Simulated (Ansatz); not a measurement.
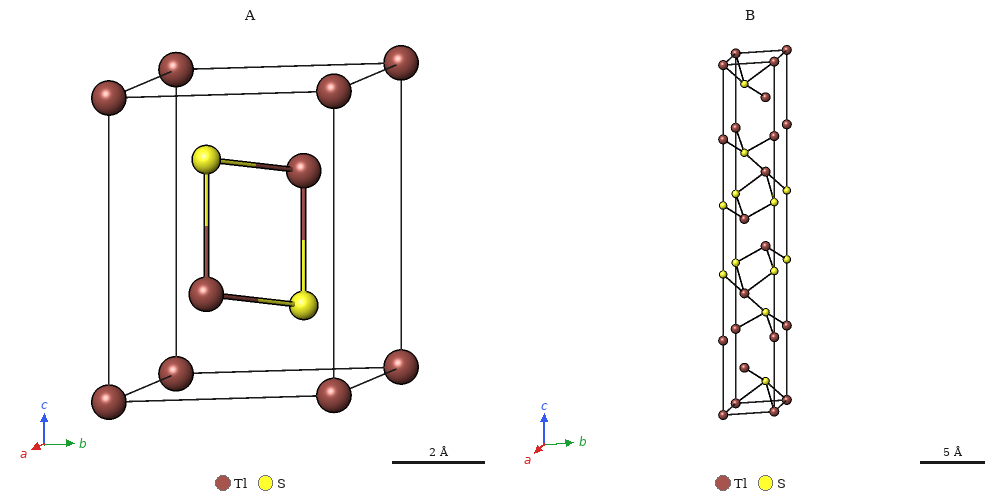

Two structures of Tl3S2, each relaxed to rest (conventional cells in solid outline, small ones repeated, not to one scale). Method: DFT PBE, scalar-relativistic, plane waves, PAW (Ansatz 0.2.0), without spin polarisation.

Describe A and B.

Answer. A: 5 atoms a cell on a primitive hexagonal lattice, P-3m1. B: 15 atoms a cell on a rhombohedral (trigonal R) lattice, R-3m.

Which structure is more stable?

Answer. B is lower, by 78 meV/atom at this level of theory (energies at zero smearing). Volumes: A 30.0, B 28.9 Å³/atom.

One or both may be structure types tried for this composition rather than known phases.
